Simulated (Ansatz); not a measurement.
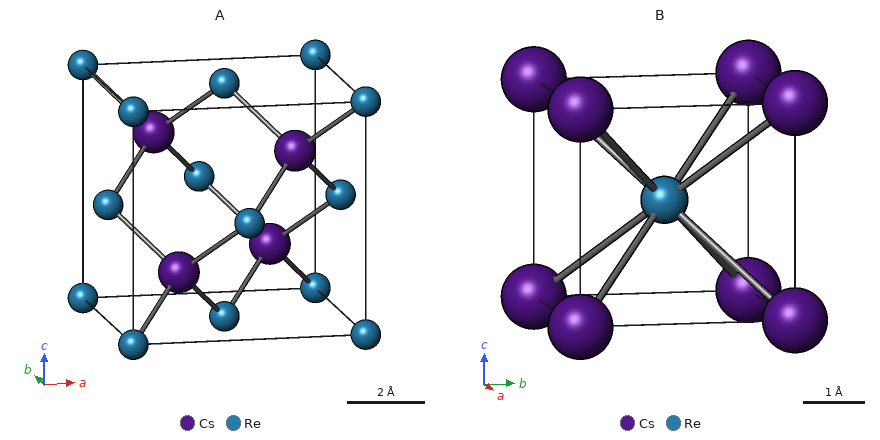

Two structures of CsRe, each relaxed to rest (conventional cells in solid outline, small ones repeated, not to one scale). Method: DFT PBE, scalar-relativistic, plane waves, PAW (Ansatz 0.2.0), without spin polarisation.

Give the type and space group of each.

A: zinc blende (sphalerite type), F-43m. B: caesium chloride (CsCl, B2) type, Pm-3m.

A or B: which is lower in energy?

B is lower, by 746 meV/atom at this level of theory (energies at zero smearing). Volumes: A 30.6, B 24.4 Å³/atom.

One or both may be structure types tried for this composition rather than known phases.
